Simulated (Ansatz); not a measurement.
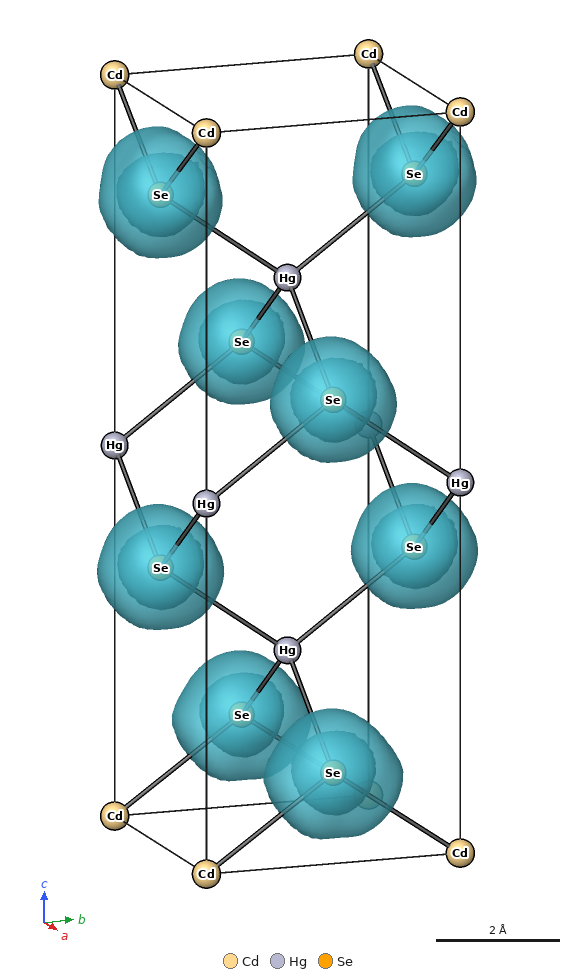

Figure 1: CdHg3Se4. Isosurface of the ELF at 0.75 (cyan), seen slightly off an axis. Only the valence region is drawn (cores and ρ < 0.01 e/Å³ removed). Sticks mark near contacts.

Space group P-4m2; a structure generated by program, which may or may not match a known phase.

Computed with DFT PBE, scalar-relativistic, plane waves, PAW in Ansatz 0.2.0.

### Describe the localisation domains.

At this value the surface marks out four regions wrapped around Se (the valence shell of each), counted in one cell of 8 atoms. Regions shared between cells count once. Profiles from the grid: Cd–Se (2.69 Å): the ELF is about 0.40 at the midpoint and 0.15 at its lowest between the atoms. Hg–Se (2.71 Å): the ELF is about 0.35 at the midpoint and 0.20 at its lowest between the atoms.

### What Bader charges does the calculation give?

Electrons move from Cd and Hg towards Se. Bader charges: Cd +0.72, Hg +0.37 and Se −0.54 to −0.37 e.
